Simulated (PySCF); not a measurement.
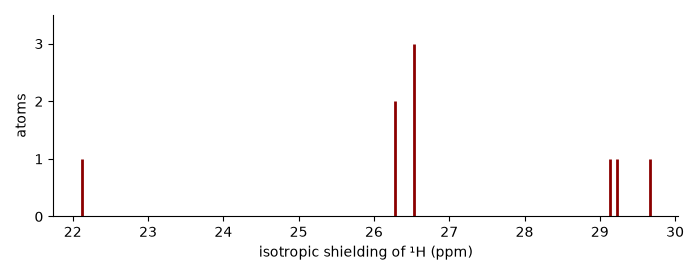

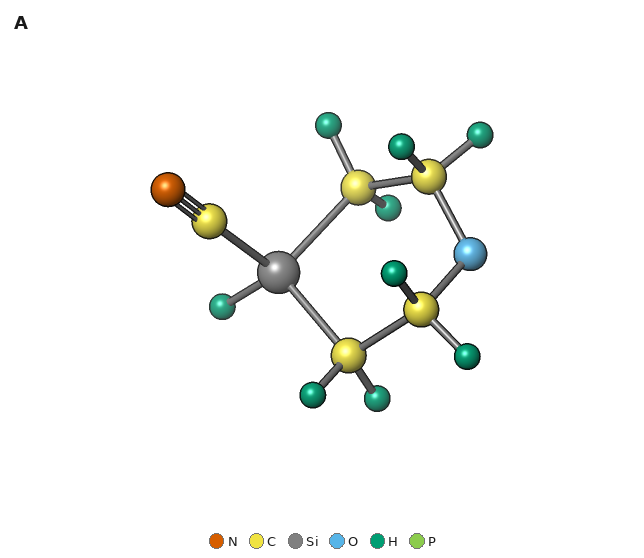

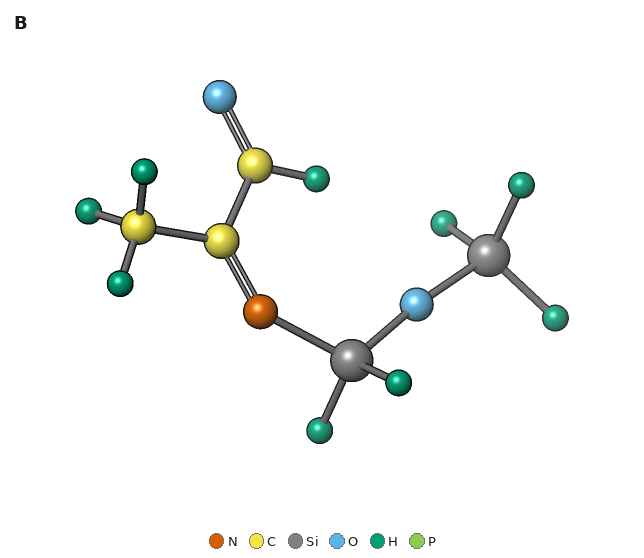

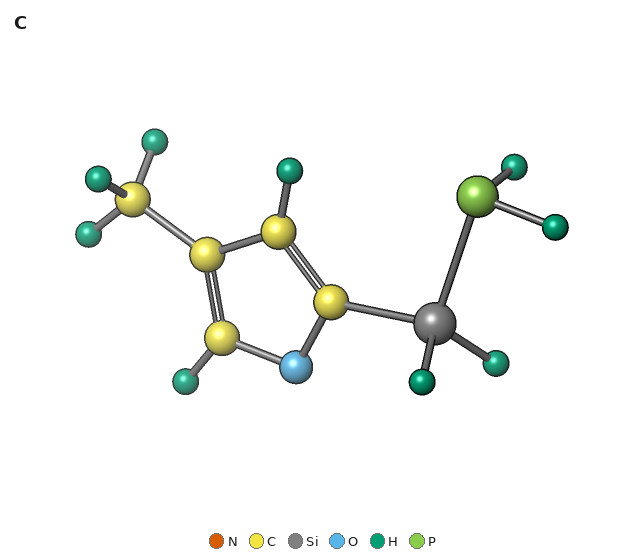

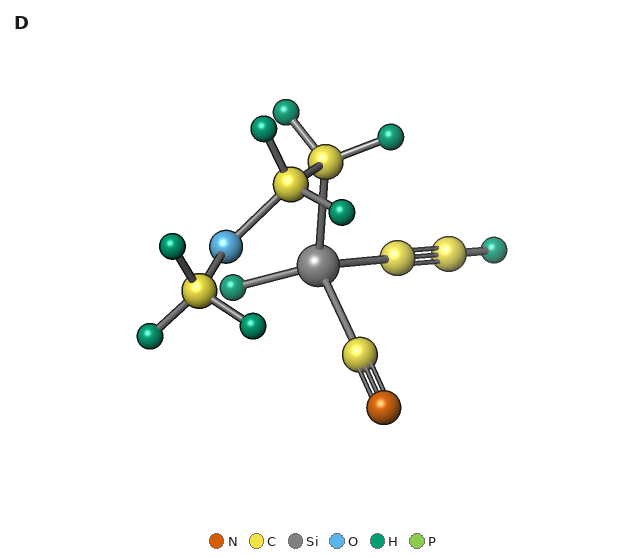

The sticks are computed shieldings of one of the molecules, for one fixed geometry (GFN2-xTB) without averaging over rotations. Low shielding means a high chemical shift. Method: GIAO PBE0/pcSseg-1 NMR shielding, non-relativistic, gas phase (PySCF 2.14.0).

### Which molecule gives this pattern?

B, `C/C(C=O)=N/[SiH2]O[SiH3]`. Its 9 H atoms give lines at 22.12, 26.28 (2 atoms), 26.53 (3 atoms), 29.14, 29.23, 29.66 ppm.

The geometry is semi-empirical. Around P, Si such bond lengths and angles can be off by a tenth of an ångström or more and by several degrees, and values that hang on the shape move with them.
